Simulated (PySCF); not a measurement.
Vertical excitations of a molecule CH₇NSi₃ from TDDFT-PBE/def2-SVPD in PySCF 2.14.0, as energy in eV (oscillator strength): 3.45 (0.001), 4.15 (0.004), 4.26 (0.004), 4.52 (0.002), 4.85 (0.002), 5.12 (0.003), 5.20 (0.006), 5.48 (0.041), 5.52 (0.042), 5.74 (0.100). Lowest triplet (TDA): 2.76 eV. Coordinates come from a PBE-D3(BJ)/def2-SVP optimisation. The values are those of a single conformer.

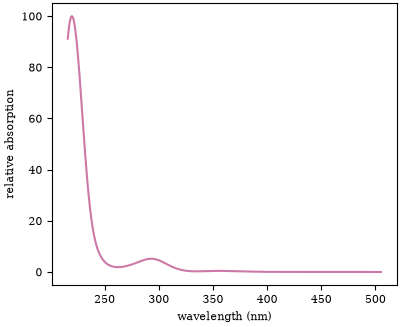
*The lines broadened by 0.4 eV.*

Problem. Which structure fits?
(A) [SiH3]C1=N[SiH2][SiH2]1
(B) C1=N[SiH2][SiH2][SiH2]1
(C) [SiH3][Si@@H]1C=N[SiH2]1
(D) [SiH3][Si@H]1N=C[SiH2]1

Solution. D, [SiH3][Si@H]1N=C[SiH2]1
